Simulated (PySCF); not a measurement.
**GeSiH4O2 (SMILES [OH][Ge][O][SiH3]) at 6 levels**

We compute a comparison of 6 runs (B3LYP/6-31G*, B2PLYP/def2-SVP, CAM-B3LYP/def2-SVP, M06-L/def2-SVP, PBE0/def2-SVP, wB97M-V/def2-SVP) of GeSiH4O2. 

The calculation is run with PySCF 2.14.0.

1 further run of the same task is left out (set aside as unsound or not needed).

### Step 1. The system as given

GeSiH4O2: 8 atoms, total charge 0, spin state singlet. As SMILES, `[OH][Ge][O][SiH3]`. The Si4–H6 distance was set to 2.674 Å, away from the relaxed value. At this shape a bond of the SMILES string is far longer than usual.

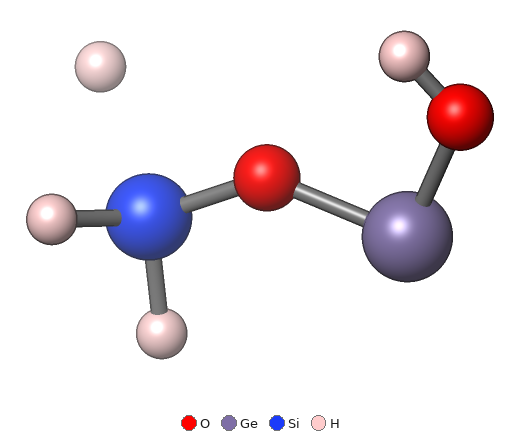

The structure, seen from a chosen angle (oxygen red, germanium purple, silicon blue, hydrogen pink).

### Step 2. A single-point energy at B3LYP/6-31G(d) (spherical functions) (run 1)

input.xyz reads:

```xyz
8

O      2.474780     2.336426     0.650201
Ge     2.688580     0.733726    -0.080699
O      1.148980     0.031326     0.531701
Si     0.349580    -1.397974     0.444101
H      1.651880     2.408426     1.147301
H     -2.046000    -1.018000    -0.682500
H      1.113280    -2.383574    -0.371999
H      0.163880    -1.949674     1.811001
```

calc.py reads:

```python
from pyscf import gto, dft

mol = gto.Mole()
mol.atom = 'input.xyz'
mol.charge = 0
mol.basis = '6-31g*'
mol.max_memory = 1860
mol.spin = 0
mol.verbose = 3
mol.build()

mf = dft.RKS(mol)
mf.xc = 'b3lyp'
mf.conv_tol = 1e-10
mf.grids.level = 5
mf.kernel()
if not mf.converged:
    mf = mf.newton().run(mf.mo_coeff, mf.mo_occ)

energy = mf.e_tot
print('E = %.10f Eh' % energy)
```

Started as:

```bash
$ OMP_NUM_THREADS=1 python calc.py
```

Log:

```text
converged SCF energy = -2519.06637390048
E = -2519.0663739005 Eh
```

Run time: 24 s. Hardware: 1 thread of Intel Xeon at 2.70GHz, shared host; peak memory 0.45 GiB.

### Step 3. The energy at B2PLYP/def2-SVP (run 2)

geometry.xyz reads:

```xyz
8

O      2.474780     2.336426     0.650201
Ge     2.688580     0.733726    -0.080699
O      1.148980     0.031326     0.531701
Si     0.349580    -1.397974     0.444101
H      1.651880     2.408426     1.147301
H     -2.046000    -1.018000    -0.682500
H      1.113280    -2.383574    -0.371999
H      0.163880    -1.949674     1.811001
```

run.py reads:

```python
from pyscf import gto, dft, mp

system = gto.M(
    atom='geometry.xyz',
    max_memory=1860,
    verbose=3,
    basis='def2-svp',
)

mf = dft.RKS(system)
mf.xc = '0.53*HF + 0.47*B88, 0.73*LYP'
mf.grids.level = 5
mf.conv_tol = 1e-10
mf.kernel()
if not mf.converged:
    mf = mf.newton().run(mf.mo_coeff, mf.mo_occ)

pt = mp.MP2(mf, frozen=16).run()
e_final = mf.e_tot + 0.27 * pt.e_corr
print('PT2 part  %.8f' % (0.27 * pt.e_corr))
print('E(%s) = %.9f' % ('B2PLYP', e_final))
```

Started as:

```bash
$ OMP_NUM_THREADS=1 python run.py
```

Log:

```text
converged SCF energy = -2517.97310564673
E(RMP2) = -2518.83745723273  E_corr = -0.86435158600087
E(SCS-RMP2) = -2518.81362533635  E_corr = -0.840519689619453
PT2 part  -0.23337493
E(B2PLYP) = -2518.206480575
```

It took 26 s on 1 thread of Intel Xeon at 2.70GHz, shared host; peak memory 0.52 GiB.

Runs 3 to 5 aren't shown in full; the table further down has their settings and results.

### Step 4. A single-point energy at wB97M-V/def2-SVP (run 6)

run.py reads:

```python
from pyscf import gto, dft

mol = gto.M(
    atom='''
O      2.474780     2.336426     0.650201
Ge     2.688580     0.733726    -0.080699
O      1.148980     0.031326     0.531701
Si     0.349580    -1.397974     0.444101
H      1.651880     2.408426     1.147301
H     -2.046000    -1.018000    -0.682500
H      1.113280    -2.383574    -0.371999
H      0.163880    -1.949674     1.811001
''',
    max_memory=1860,
    basis='def2-svp',
    verbose=3,
)

calc0 = dft.RKS(mol, xc='wb97m-v')
calc0.conv_tol = 1e-10
calc0.grids.level = 5
calc0.nlcgrids.level = 1
calc0.kernel()
if not calc0.converged:
    calc0 = calc0.newton().run(calc0.mo_coeff, calc0.mo_occ)

e_tot = calc0.e_tot
print('E(%s) = %.9f' % ('WB97M-V', e_tot))
```

Started as:

```bash
$ OMP_NUM_THREADS=1 python run.py
```

Log:

```text
converged SCF energy = -2518.65214466845
E(WB97M-V) = -2518.652144668
```

It took 2.2 min on 1 thread of Intel Xeon at 2.70GHz, shared host; peak memory 0.52 GiB.

### Step 5. All runs side by side

```tsv
run	level	frozen core orbitals	nlc grid	energy (Eh)	dipole moment (D)	HOMO energy (eV)	LUMO energy (eV)	wall time
1	B3LYP/6-31G* (spherical functions)	–	–	-2519.066374	1.99	-6.55	-2.48	24 s
2	B2PLYP/def2-SVP	16	–	-2518.206481	2.43	-7.55	-1.23	26 s
3	CAM-B3LYP/def2-SVP	–	–	-2518.913427	2.26	-7.95	-1.33	40 s
4	M06-L/def2-SVP	–	–	-2518.764355	2.24	-6.06	-2.99	52 s
5	PBE0/def2-SVP	–	–	-2518.290162	2.11	-6.80	-2.39	36 s
6	wB97M-V/def2-SVP	–	1	-2518.652145	2.26	-8.60	-0.48	2.2 min
```

### Step 6. Results

| quantity | value |
| --- | --- |
| run 6: total energy | -2518.65214 Eh |
| run 6: dipole moment | 2.26 D |
| run 6: HOMO energy | -8.60 eV |
| run 6: LUMO energy | -0.48 eV |
| run 6: HOMO–LUMO gap | 8.12 eV |

The dipole moment (its size) runs from 1.99 D (B3LYP/6-31G*) to 2.43 D (B2PLYP/def2-SVP). The two ends differ in method and basis. A double hybrid's value is that of its SCF part. The HOMO–LUMO gap runs from 3.07 eV (M06-L/def2-SVP) to 8.12 eV (wB97M-V/def2-SVP). Totals of different functionals can't be ranked against each other. In runs 1, 2, 3, 4, 5, 6 a closed-shell determinant meets a far-stretched bond, which it describes badly. All runs together took 5.1 min, the longest 2.2 min.
